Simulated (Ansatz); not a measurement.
# The cluster GeTe₂− (doublet): reading failed and doubtful runs

Aim: try 3 inputs for the cluster GeTe₂− (doublet) as typed, read how each ends, and find what has to change.

Computed with Ansatz 0.2.0, Gaussian basis. Level: the settings change from run to run.

2 further runs of the same task are left out: 2 set aside as unsound or not needed. Runs told in other sessions of the task aren't counted.

### 1 The molecule

The structure was relaxed beforehand with r2SCAN-D4 in a triple-zeta def2 set. Te takes a core potential in def2 sets; no spin-orbit term is included.

3 atoms, charge -1, spin multiplicity 2.

Atoms are counted from 1 here; the program's logs count them from 0.

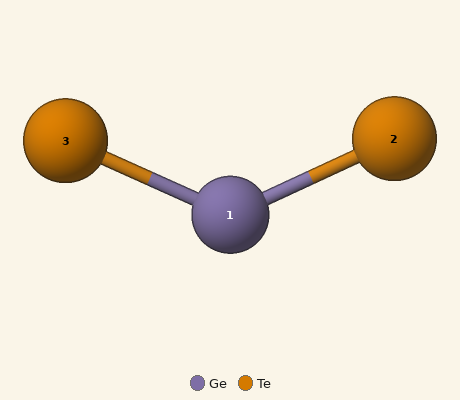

The structure; germanium purple, tellurium orange; atoms are numbered from 1 in the order of the file.

### 2 Input 1

in.yaml

```yaml
crystal:
  periodic: [false, false, false]
  atoms:
    - {symbol: Ge, position_ang: [-0.446107, 0.037930, -0.512051]}
    - {symbol: Te, position_ang: [-0.370965, 2.079352, 0.885778]}
    - {symbol: Te, position_ang: [0.706001, -2.121936, -0.284924]}
basis:
  gaussian: {orbitals: def2-SVP, fitting: {mean_field: cc-pVTZ-jkfit}}
total_charge: -1
magnetization: {spin_polarized: true, initial_magnetization: 3}
hamiltonian: {xc: {name: BHLYP}}
scf: {omitted_lower_state_checks: [starts]}
output: {forces: true}
```

Launch:

```
> ansatz run in.yaml --threads 4 --pin off --events-out ev --progress --plain --max-ram 3916MiB
```

Log:

```text
Functional definition: BHLYP
  name "BHLYP"
  cite "Becke, J. Chem. Phys. 98, 1372 (1993) doi:10.1063/1.464304"
  cite "Becke, Phys. Rev. A 38, 3098 (1988) doi:10.1103/PhysRevA.38.3098"
  cite "Lee, Yang & Parr, Phys. Rev. B 37, 785 (1988) doi:10.1103/PhysRevB.37.785"
  parameter a = 0.5
  exchange = (1 - a)*b88_x + a*exact_x
  correlation = lyp_c
these checks for a lower state are left out or cut short: starts
Error: <dir> the basis set cc-pVTZ-JKFIT has no functions for Te
```

Run time: 0.1 s. Hardware: 4 threads of Arm Neoverse N1, shared host.

Diagnosis: Refused before any calculation. The fitting set named has no entry for an element of this molecule. Cure: leave the fitting key out, or name a set that covers all elements and suits the basis. The input also asks for charge -1 and multiplicity 4, not those of the species named; set them back first. Its coordinates are also moved off the relaxed structure.

### 3 Input 2

in.yaml

```yaml
crystal:
  periodic: [false, false, false]
  atoms:
    - {symbol: Ge, position_ang: [-0.714573, 0.130429, -1.063164]}
    - {symbol: Te, position_ang: [-0.619990, 3.888674, 1.673498]}
    - {symbol: Te, position_ang: [1.334563, -4.019103, -0.610333]}
basis:
  gaussian: {orbitals: x2c-TZVPPall, nuclear_model: gaussian}
total_charge: -1
magnetization: {spin_polarized: true, initial_magnetization: 1}
hamiltonian: {xc: {name: PBE}}
output: {forces: true}
```

Same command.

Log:

```text
Functional definition: PBE
  name "PBE"
  cite "Perdew, Burke & Ernzerhof, Phys. Rev. Lett. 77, 3865 (1996) doi:10.1103/PhysRevLett.77.3865"
  parent pbe
  parameter kappa = 0.804
  parameter beta = 0.06672455060314922
  exchange = pbe_x(kappa = kappa, mu = beta*pi^2/3)
  correlation = pbe_c(beta = beta)
1382 factors; their error is unknown
mean field evaluation 1: about -426798.0082 eV, gradient 2.9e1 eV
mean field evaluation 2: about -426431.8182 eV, gradient 1.6e2 eV
mean field evaluation 4: about -426736.5260 eV, gradient 6.4e1 eV
mean field evaluation 8: about -426811.7996 eV, gradient 4.6e0 eV
mean field evaluation 16: about -426812.1241 eV, gradient 3.1e-1 eV
mean field evaluation 32: about -426812.1559 eV, gradient 5.7e-4 eV
mean field evaluation 64: about -426812.0215 eV, gradient 1.7e-1 eV
mean field evaluation 96: about -426811.9918 eV, gradient 4.0e0 eV
mean field evaluation 128: about -426811.8633 eV, gradient 2.4e0 eV
mean field evaluation 160: about -426812.1362 eV, gradient 6.1e-1 eV
Error: SIGTERM received: run cancelled behind 179 evaluations of the mean field
```

It took 91 s on 4 threads of Arm Neoverse N1, shared host.

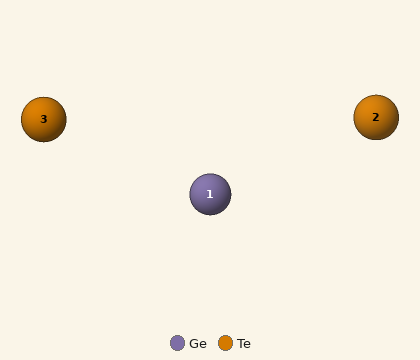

The geometry of this input.

**Diagnosis.** Time ran out. The coordinates are in bohr but typed as ångström. The shortest distance is 4.65 Å (Ge1–Te3), against 2.46 Å in the relaxed molecule. To mend it, take the coordinates from the file in ångström.

### 4 Input 3

in.yaml

```yaml
crystal:
  periodic: [false, false, false]
  atoms:
    - {symbol: Ge, position_ang: [-0.399602, 0.052910, -0.585778]}
    - {symbol: Te, position_ang: [0.728205, -2.146479, -0.369032]}
    - {symbol: Te, position_ang: [0.678205, -2.146479, -0.369032]}
basis:
  gaussian: {orbitals: def2-mTZVPP}
hamiltonian: {xc: {name: B3LYP5}}
```

The command is unchanged.

Log (excerpt; [...] marks lines left out):

```text
Functional definition: B3LYP5
  name "B3LYP5"
  cite "Stephens, Devlin, Chabalowski & Frisch, J. Phys. Chem. 98, 11623 (1994) doi:10.1021/j100096a001"
  cite "Becke, Phys. Rev. A 38, 3098 (1988) doi:10.1103/PhysRevA.38.3098"
  cite "Lee, Yang & Parr, Phys. Rev. B 37, 785 (1988) doi:10.1103/PhysRevB.37.785"
  cite "Vosko, Wilk & Nusair, Can. J. Phys. 58, 1200 (1980) doi:10.1139/p80-159"
[...]
1123 factors; integrals over basis functions are off by at most 8.8e-5 eV
[...]
a density is far from that of the atoms, so the factors are made again for it
1325 factors; integrals over basis functions are off by at most 3.6e-5 eV
mean field 78004.91678011 eV, 2866.6278180373 hartree, gradient 2.2e-5 eV, S^2 0.000000; 0 other end points of the search recorded, 2 dependent functions left out
reference 78004.91661589 eV, 2866.6278120026 hartree; 40, 40 occupied and 66, 66 virtual orbitals, 1325 factors
Total energy: 78004.91661589 eV, 2866.6278120026 hartree
```

Wall time 9 s (4 threads of Arm Neoverse N1, shared host).

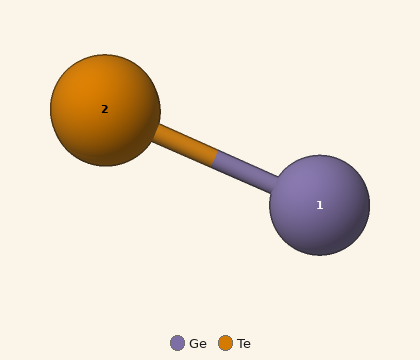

The geometry of this input.

What is wrong: It ended without an error, which proves nothing about the input. One atom was put on top of another. The shortest distance is 0.05 Å (Te2–Te3), against 2.46 Å in the relaxed molecule. It also asks for charge 0 and multiplicity 1, another species or state than the molecule above. Its coordinates are also moved off the relaxed structure (shortest distance 0.05 Å, against 2.46 Å), and have to be restored too. Its energy is no property of the relaxed molecule. To mend it, restore the atom's position, and set charge and spin to those of the species named.

### 5 Summary

| input | level | ended | cause | time |
| --- | --- | --- | --- | --- |
| 1 | BHLYP/def2-SVP | refused | the fitting set named has no entry for an element of this molecule | 0.1 s |
| 2 | PBE/x2c-TZVPPall | timeout | the coordinates are in bohr but typed as ångström | 91 s |
| 3 | B3LYP5/def2-mTZVPP | converged | one atom was put on top of another | 9 s |

In words: 1 refused, 1 timeout, 1 converged. A refusal costs next to no computing time. The dangerous case is the input that converges on a wrong geometry, charge, spin, basis or grid: often only a look at the input shows it.
